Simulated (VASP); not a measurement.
Band structure of BP. Computed with PBE GGA, VASP's PBE PAW potentials (set 64) (plane waves; VASP 6.6.1).

The cell holds a wide vacuum, so values per volume refer to the whole cell.

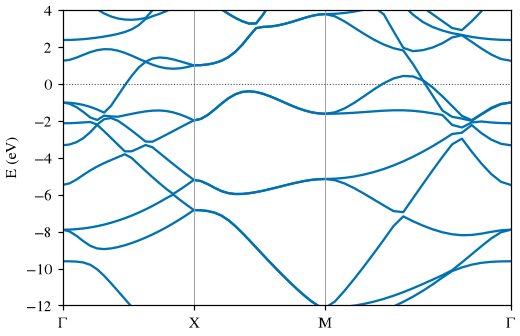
Figure: Bands along high-symmetry lines, zero at the valence-band maximum or, without a gap, the Fermi level

Task: Read the plot: is there a gap, and where are the band edges?

Result: It has no gap at this level: it comes out as a metal or semimetal.

The cell is a sheet with vacuum, built from a generated structure.
